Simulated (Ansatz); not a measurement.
# SiH3Cl (SiClH3): BLYP/STO-3G

What is the electronic atomisation energy of SiH3Cl (SiClH3) at BLYP/STO-3G? 

The results are computed with Ansatz 0.2.0.

41 further runs of the same task are left out: 4 that didn't finish, 37 set aside as unsound or not needed.

### 1 The system as given

SiH3Cl has 5 atoms, charge 0, and is taken as a singlet. SMILES: `[H][Si]([H])([H])Cl`. Geometry: relaxed at GFN2-xTB.

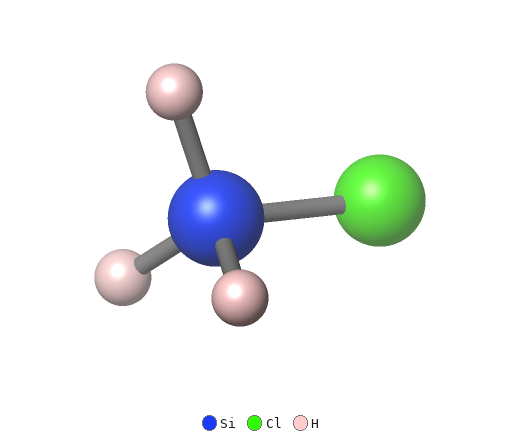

The structure, seen from a chosen angle (silicon blue, chlorine green, hydrogen pink).

### 2 A single-point energy at BLYP/STO-3G

in.yaml reads:

```yaml
crystal:
  periodic: [false, false, false]
  atoms:
    - {symbol: Si, position_ang: [0.000290, 0.001940, -0.129410]}
    - {symbol: Cl, position_ang: [0.010690, -0.020840, 1.880630]}
    - {symbol: H, position_ang: [1.382330, 0.011210, -0.594910]}
    - {symbol: H, position_ang: [-0.700750, 1.203700, -0.566480]}
    - {symbol: H, position_ang: [-0.692550, -1.196020, -0.589840]}
basis:
  gaussian: {orbitals: STO-3G}
hamiltonian: {xc: {name: BLYP}}
accuracy: high
```

Started as:

```
$ ansatz run in.yaml --threads 1 --pin off --max-ram 2610MiB --events-out events.jsonl --progress --plain --runs-dir runs
```

The log of the run:

```text
Warning: RAYON_NUM_THREADS=1 ignored (pool sized by the plan → 1); use --threads N
Functional definition: BLYP
  name "BLYP"
  parameter beta = 0.0042
  parameter a = 0.04918
  parameter b = 0.132
  parameter c = 0.2533
  parameter d = 0.349
  exchange = b88_x(beta = beta)
  correlation = lyp_c(a = a, b = b, c = c, d = d)
364 factors; integrals over basis functions are off by at most 1.0e-8 eV
mean field evaluation 1: about -20217.8192 eV, gradient 2.3e1 eV
mean field evaluation 2: about -20217.8898 eV, gradient 2.2e1 eV
mean field evaluation 4: about -20219.7082 eV, gradient 2.3e-1 eV
mean field evaluation 8: about -20219.6639 eV, gradient 9.1e-4 eV
mean field -20219.66386920 eV, -743.0589418127 hartree, gradient 2.1e-8 eV, S^2 0.000000; 0 other end points of the search recorded, 0 dependent functions left out
reference -20219.66390494 eV, -743.0589431262 hartree; 17, 17 occupied and 4, 4 virtual orbitals, 364 factors
Total energy: -20219.66390494 eV, -743.0589431262 hartree
```

Run time: 0.71 s. Hardware: 1 thread of AMD EPYC 9R14 (Zen 4), shared host.

### 3 The Cl atom, same level

in.yaml reads:

```yaml
crystal:
  periodic: [false, false, false]
  atoms:
    - {symbol: Cl, position_ang: [0.000000, 0.000000, 0.000000]}
basis:
  gaussian:
    orbitals: STO-3G
magnetization:
  spin_polarized: true
  initial_magnetization: 1
hamiltonian:
  xc: {name: BLYP}
accuracy: high
```

Started as:

```
$ ansatz run in.yaml --threads 1 --pin off --max-ram 2610MiB --events-out events.jsonl --progress --plain --runs-dir runs
```

The log of the run:

```text
Warning: RAYON_NUM_THREADS=1 ignored (pool sized by the plan → 1); use --threads N
[... 9 set-up lines as earlier in the session ...]
42 factors; integrals over basis functions are off by at most 1.8e-9 eV
mean field evaluation 1: about -12383.0545 eV, gradient 2.9e-2 eV
mean field evaluation 2: about -12383.0545 eV, gradient 2.9e-2 eV
mean field evaluation 4: about -12383.0545 eV, gradient 4.8e-10 eV
mean field evaluation 8: about -12383.0545 eV, gradient 4.0e-2 eV
mean field evaluation 16: about -12383.0545 eV, gradient 1.1e-8 eV
mean field -12383.05452513 eV, -455.0688602628 hartree, gradient 1.1e-8 eV, S^2 0.750000; 1 other end points of the search recorded, 0 dependent functions left out
reference -12383.05454722 eV, -455.0688610744 hartree; 9, 8 occupied and 0, 1 virtual orbitals, 42 factors
Total energy: -12383.05454722 eV, -455.0688610744 hartree
```

It took 0.28 s on 1 thread of AMD EPYC 9R14 (Zen 4), shared host.

### 4 The H atom, same level

Edit in.yaml of step 3 so:

```diff
@@ -3,3 +3,3 @@
   atoms:
-    - {symbol: Cl, position_ang: [0.000000, 0.000000, 0.000000]}
+    - {symbol: H, position_ang: [0.000000, 0.000000, 0.000000]}
 basis:
```

Run the same way, it converges to -0.46274 Eh (log not shown).

### 5 The Si atom at the same level

input.yaml reads:

```yaml
crystal:
  periodic: [false, false, false]
  atoms:
    - {symbol: Si, position_ang: [0.000000, 0.000000, 0.000000]}
basis:
  gaussian: {orbitals: STO-3G}
magnetization: {spin_polarized: true, initial_magnetization: 2}
accuracy: high
hamiltonian: {xc: {name: BLYP}}
```

Run the same way, it converges to -285.90455 Eh (log not shown).

### 6 Outcome

At BLYP/STO-3G:

| quantity | value |
| --- | --- |
| molecule: total energy | -743.05894 Eh |
| Cl atom: total energy | -455.06886 Eh |
| Cl atom: ⟨S²⟩ | 0.750 |
| H atom: total energy | -0.46274 Eh |
| H atom: ⟨S²⟩ | 0.750 |
| Si atom: total energy | -285.90455 Eh |
| Si atom: ⟨S²⟩ | 2.000 |
| electronic atomisation energy | 18.975 eV |

Taking the molecule apart into free atoms costs 18.97 eV (438 kcal/mol), before zero-point energy and without spin-orbit coupling. In a minimal basis such a difference can be off by several eV, whatever the method.
